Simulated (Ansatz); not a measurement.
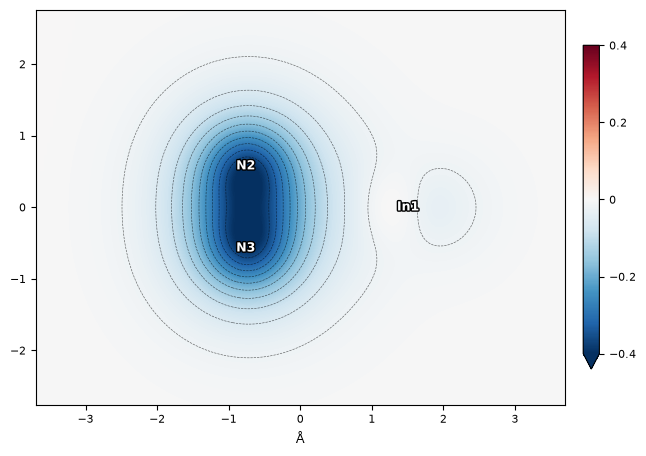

The picture shows: InN₂ (quartet). The HOMO−1 (β) on a plane 0.8 Å above the molecular plane (values in Å⁻³ᐟ²; the overall sign is arbitrary).

Geometry: r2SCAN-D4/def2-TZVP; core potentials replace the inner electrons of In.

All numbers below come from UKS PBE0-D4/def2-TZVP in Ansatz.

> Describe this orbital and give its energy.

By Hirshfeld shares it lies mainly on N2 (about 50 %) and N3 (about 50 %); it changes sign across the molecular plane (π type); π-bonding across N2–N3. Its energy is −12.74 eV.
